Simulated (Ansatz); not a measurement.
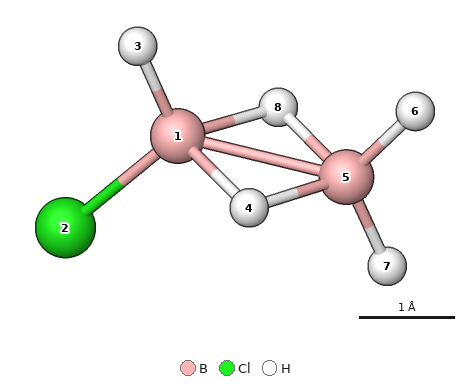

Fig. 1: The input geometry (ball-and-stick view, seen at a tilt; atoms are numbered from 1 in the order of the input). Bond lengths as drawn: B–B 1.83 Å, B–Cl 1.76 Å and B–H 1.17 to 1.34 Å.

**B$_{2}$H$_{5}$Cl: geometry relaxation**

- system: B$_{2}$H$_{5}$Cl (diborane mono Cl)
- method: RKS PBE-D4/def2-TZVP (Ansatz 0.2.0)

The geometry: GFN2-xTB start. Figures and captions count atoms from 1; the log counts them from 0 in places.

**The program's output**
```
Functional definition: PBE
  name "PBE"
  cite "Perdew, Burke & Ernzerhof, Phys. Rev. Lett. 77, 3865 (1996) doi:10.1103/PhysRevLett.77.3865"
  parent pbe
  parameter kappa = 0.804
  parameter beta = 0.06672455060314922
  exchange = pbe_x(kappa = kappa, mu = beta*pi^2/3)
  correlation = pbe_c(beta = beta)
these checks for a lower state are left out or cut short: stability, starts, cluster_reference, orbital_swaps, neighbouring_geometries, increment
814 factors; their error is unknown
mean field evaluation 1: about -13944.6728 eV, gradient 4.1e1 eV
mean field evaluation 2: about -13940.5814 eV, gradient 5.4e1 eV
mean field evaluation 4: about -13950.2197 eV, gradient 3.3e0 eV
mean field evaluation 8: about -13950.2472 eV, gradient 4.2e-2 eV
mean field evaluation 16: about -13950.2368 eV, gradient 1.3e-4 eV
mean field -13950.23677064 eV, -512.6617455109 hartree, gradient 3.4e-6 eV, S^2 0.000000; 0 other end points of the search recorded, 0 dependent functions left out
the calculation of the forces begins
reference -13950.23681266 eV, -512.6617470553 hartree; 16, 16 occupied and 113, 113 virtual orbitals, 814 factors
relax step   1: F+E_penalty+E_count = -13950.35347933 eV  Δ(F+E_penalty+E_count) = +0.000e0 eV  max|allowed force component| = 7.938e-1 eV/Å  Δτ_max = 0.0000 Å  (16 SCF iters, accepted)
these checks for a lower state are left out or cut short: stability, starts, cluster_reference, orbital_swaps, neighbouring_geometries, increment
814 factors; their error is unknown
mean field -13950.31716889 eV, -512.6647000921 hartree, gradient 1.4e-6 eV, S^2 0.000000; 0 other end points of the search recorded, 0 dependent functions left out
the calculation of the forces begins
reference -13950.31721097 eV, -512.6647016386 hartree; 16, 16 occupied and 113, 113 virtual orbitals, 814 factors
relax step   2: F+E_penalty+E_count = -13950.43473922 eV  Δ(F+E_penalty+E_count) = -8.126e-2 eV  max|allowed force component| = 3.067e-1 eV/Å  Δτ_max = 0.0657 Å  (20 SCF iters, accepted)
these checks for a lower state are left out or cut short: stability, starts, cluster_reference, orbital_swaps, neighbouring_geometries, increment
814 factors; their error is unknown
mean field evaluation 32: about -13950.3223 eV, gradient 1.3e-6 eV
mean field -13950.32233469 eV, -512.6648899317 hartree, gradient 1.5e-6 eV, S^2 0.000000; 0 other end points of the search recorded, 0 dependent functions left out
the calculation of the forces begins
reference -13950.32237678 eV, -512.6648914787 hartree; 16, 16 occupied and 113, 113 virtual orbitals, 814 factors
relax step   3: F+E_penalty+E_count = -13950.44002543 eV  Δ(F+E_penalty+E_count) = -5.286e-3 eV  max|allowed force component| = 8.150e-2 eV/Å  Δτ_max = 0.0158 Å  (22 SCF iters, accepted)
these checks for a lower state are left out or cut short: stability, starts, cluster_reference, orbital_swaps, neighbouring_geometries, increment
814 factors; their error is unknown
mean field -13950.32267601 eV, -512.6649024749 hartree, gradient 1.8e-6 eV, S^2 0.000000; 0 other end points of the search recorded, 0 dependent functions left out
the calculation of the forces begins
reference -13950.32271811 eV, -512.6649040222 hartree; 16, 16 occupied and 113, 113 virtual orbitals, 814 factors
relax step   4: F+E_penalty+E_count = -13950.44036996 eV  Δ(F+E_penalty+E_count) = -3.445e-4 eV  max|allowed force component| = 2.540e-2 eV/Å  Δτ_max = 0.0036 Å  (13 SCF iters, accepted)
these checks for a lower state are left out or cut short: stability, starts, cluster_reference, orbital_swaps, neighbouring_geometries, increment
814 factors; their error is unknown
mean field -13950.32274688 eV, -512.6649050794 hartree, gradient 1.5e-6 eV, S^2 0.000000; 0 other end points of the search recorded, 0 dependent functions left out
the calculation of the forces begins
reference -13950.32278899 eV, -512.6649066269 hartree; 16, 16 occupied and 113, 113 virtual orbitals, 814 factors
relax step   5: F+E_penalty+E_count = -13950.44048937 eV  Δ(F+E_penalty+E_count) = -1.194e-4 eV  max|allowed force component| = 6.729e-3 eV/Å  Δτ_max = 0.0067 Å  (22 SCF iters, accepted)
```

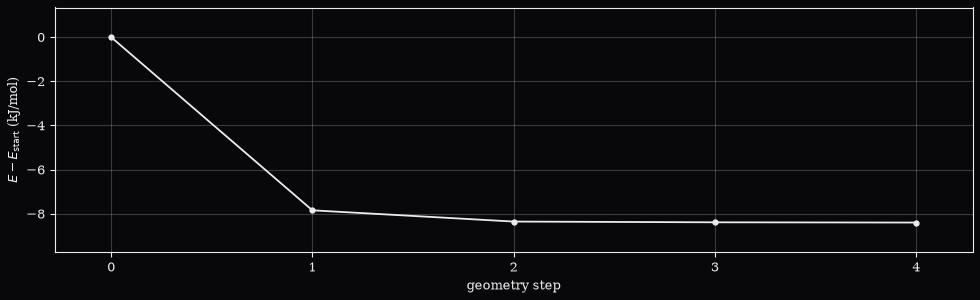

Fig. 2: Progress of the relaxation, step by step (the first geometry is step 0 here and step 1 in the log).

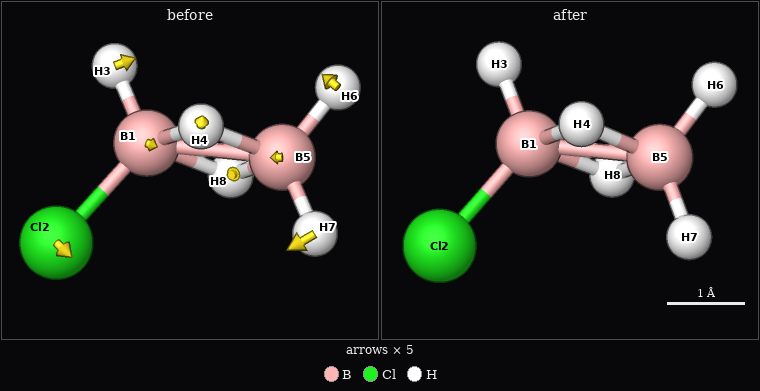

Fig. 3: Before (left) and after (right) the relaxation, at one scale (ball-and-stick view, seen at a tilt). The yellow arrows give the displacements, magnified 5 times. The largest move after the best rigid fit is that of H7, 0.087 Å. Largest moves by element: H 0.087 Å, Cl 0.063 Å, B 0.034 Å. Distances before and after: B1–B5 1.828 → 1.762 Å, B1–H3 1.174 → 1.195 Å, B1–Cl2 1.762 → 1.777 Å, B1–H4 1.339 → 1.344 Å. Among the angles that change: H4–B5–H8 93.9° → 98.5°, H6–B5–H7 119.3° → 123.6°, B1–H4–B5 87.3° → 83.3°. The energy falls by 8.40 kJ/mol in 4 geometry steps. The largest force component goes from 0.79 to 0.0067 eV/Å. (Atoms are counted from 1 in the order of the input.)

```
Total energy: -13950.44053149 eV, -512.6692335839 hartree
Atom 0 at    -0.597902    -0.099699     0.581661 Å, force     0.004521    -0.006729     0.002801 eV/Å
Atom 1 at    -0.140563    -0.823087     2.138432 Å, force     0.000061    -0.001138     0.005966 eV/Å
Atom 2 at    -1.737070     0.219625     0.411762 Å, force    -0.001737     0.002178    -0.001152 eV/Å
Atom 3 at     0.195254     0.938790     0.267019 Å, force    -0.000072     0.002850    -0.001785 eV/Å
Atom 4 at     0.580889     0.152260    -0.703176 Å, force    -0.004360     0.000682     0.001452 eV/Å
Atom 5 at     0.184813     0.645283    -1.718571 Å, force     0.003275     0.001450    -0.005072 eV/Å
Atom 6 at     1.717816    -0.170266    -0.524912 Å, force    -0.000791    -0.000036     0.000411 eV/Å
Atom 7 at    -0.203237    -0.862905    -0.452216 Å, force    -0.000896     0.000742    -0.002622 eV/Å
Dipole moment:    -0.044801     0.072356    -0.156137 e Å
Checks for a lower state left out: stability, starts, cluster_reference, orbital_swaps, neighbouring_geometries, increment
```

**Trajectory as extended XYZ (Å, eV, eV/Å), 5 frames, from step=1 to step=5**
```
8
Properties=species:S:1:pos:R:3:forces:R:3 step=1 energy=-13950.35348
B    -0.6256   -0.1022    0.6004    0.7938  -0.0001  -0.4039
Cl   -0.2010   -0.8159    2.1542    0.2088  -0.1460   0.2492
H    -1.7521    0.2008    0.4673   -0.4082   0.2204  -0.3247
H     0.1990    0.9008    0.2733    0.1019   0.3876   0.0483
B     0.6006    0.1597   -0.7299   -0.7590  -0.1507   0.7579
H     0.2419    0.6394   -1.7364   -0.4458   0.2683  -0.4213
H     1.7246   -0.1395   -0.6064    0.5495  -0.2581   0.3446
H    -0.1874   -0.8431   -0.4224   -0.0409  -0.3214  -0.2501
8
Properties=species:S:1:pos:R:3:forces:R:3 step=2 energy=-13950.43474
B    -0.6049   -0.1012    0.5867    0.2498   0.0415  -0.2120
Cl   -0.1572   -0.8196    2.1394    0.0527  -0.0733   0.1522
H    -1.7366    0.2185    0.4149   -0.1433   0.0530  -0.0561
H     0.2035    0.9309    0.2778    0.0074   0.0047  -0.0605
B     0.5843    0.1560   -0.7125   -0.2491  -0.0776   0.3067
H     0.1887    0.6452   -1.7210   -0.0986   0.0741  -0.1285
H     1.7167   -0.1620   -0.5452    0.1588  -0.0570   0.0565
H    -0.1945   -0.8678   -0.4400    0.0223   0.0346  -0.0583
8
Properties=species:S:1:pos:R:3:forces:R:3 step=3 energy=-13950.44002
B    -0.5984   -0.1008    0.5834    0.0217   0.0316  -0.0815
Cl   -0.1477   -0.8221    2.1400    0.0095  -0.0214   0.0491
H    -1.7352    0.2222    0.4047   -0.0045  -0.0039   0.0122
H     0.2026    0.9358    0.2734   -0.0086  -0.0176  -0.0241
B     0.5807    0.1539   -0.7063   -0.0343  -0.0272   0.0755
H     0.1759    0.6468   -1.7179    0.0074   0.0024  -0.0083
H     1.7184   -0.1681   -0.5308    0.0032   0.0053  -0.0136
H    -0.1963   -0.8677   -0.4465    0.0055   0.0308  -0.0093
8
Properties=species:S:1:pos:R:3:forces:R:3 step=4 energy=-13950.44037
B    -0.5979   -0.1005    0.5824    0.0034   0.0117  -0.0254
Cl   -0.1458   -0.8226    2.1406    0.0021  -0.0052   0.0114
H    -1.7358    0.2215    0.4068    0.0049  -0.0050   0.0085
H     0.2003    0.9365    0.2707   -0.0073  -0.0041  -0.0064
B     0.5803    0.1530   -0.7044   -0.0001  -0.0085   0.0194
H     0.1786    0.6464   -1.7177    0.0075  -0.0021   0.0012
H     1.7186   -0.1686   -0.5297   -0.0070   0.0040  -0.0061
H    -0.1983   -0.8658   -0.4489   -0.0036   0.0092  -0.0025
8
Properties=species:S:1:pos:R:3:forces:R:3 step=5 energy=-13950.44049
B    -0.5979   -0.0997    0.5817    0.0045  -0.0067   0.0028
Cl   -0.1406   -0.8231    2.1384    0.0001  -0.0011   0.0060
H    -1.7371    0.2196    0.4118   -0.0017   0.0022  -0.0012
H     0.1953    0.9388    0.2670   -0.0001   0.0029  -0.0018
B     0.5809    0.1523   -0.7032   -0.0044   0.0007   0.0015
H     0.1848    0.6453   -1.7186    0.0033   0.0014  -0.0051
H     1.7178   -0.1703   -0.5249   -0.0008   0.0000   0.0004
H    -0.2032   -0.8629   -0.4522   -0.0009   0.0007  -0.0026
```

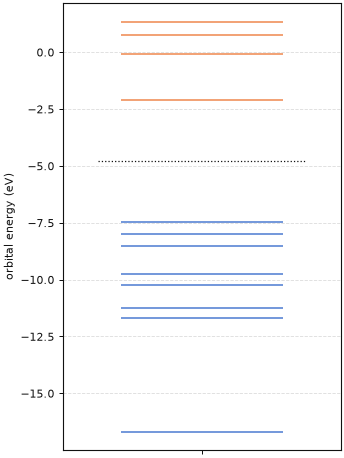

Fig. 4: Orbital energies near the frontier; the dotted line parts filled from empty levels, and levels within 0.02 eV of each other stand side by side. Highest filled −7.46 eV, lowest empty −2.12 eV, 5.34 eV apart.

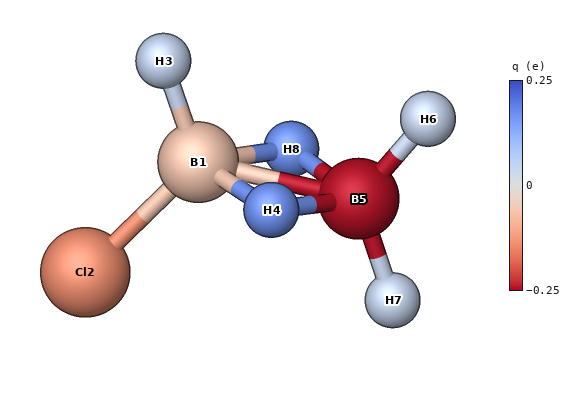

Fig. 5: Mulliken charges, as the colour of each atom (ball-and-stick view, seen at a tilt; atoms are numbered from 1 in the order of the input; Mulliken charges depend strongly on the basis). By element: B −0.24 to −0.06, Cl −0.13 and H +0.04 to +0.16 e.

This output came from the following input.

**Input file**
```yaml
crystal:
  periodic: [false, false, false]
  atoms:
    - {symbol: B, position_ang: [-0.625560, -0.102170, 0.600360]}
    - {symbol: Cl, position_ang: [-0.201000, -0.815930, 2.154150]}
    - {symbol: H, position_ang: [-1.752110, 0.200790, 0.467260]}
    - {symbol: H, position_ang: [0.199030, 0.900780, 0.273280]}
    - {symbol: B, position_ang: [0.600570, 0.159720, -0.729860]}
    - {symbol: H, position_ang: [0.241910, 0.639370, -1.736430]}
    - {symbol: H, position_ang: [1.724590, -0.139470, -0.606410]}
    - {symbol: H, position_ang: [-0.187430, -0.843090, -0.422350]}
basis:
  gaussian: {orbitals: def2-TZVP}
hamiltonian: {xc: pbe, dispersion: d4}
scf: {lower_state_search: "off"}
output: {orbitals: {seedname: orbitals}}
relax: {f_tol: 0.02, max_steps: 100}
```

Command:
```bash
ansatz run in.yaml --threads 4 --pin off --events-out ev --progress --plain --max-ram 3916MiB
```

**Key numbers**

| quantity | value |
| --- | --- |
| outcome | converged |
| total energy | −13950.4405 eV |
| mean-field energy | −13950.3228 eV |
| dispersion energy | −0.1177 eV |
| HOMO | −7.46 eV |
| LUMO | −2.12 eV |
| largest force (length of the vector) at the end | 0.009 eV/Å |
| dipole moment | 0.85 D |
| hardware | 4 threads of Arm Neoverse V1, 23 GiB of memory available, shared host |
| wall time | 3 s (CPU time 11 s) |
| peak memory | 0.14 GiB |
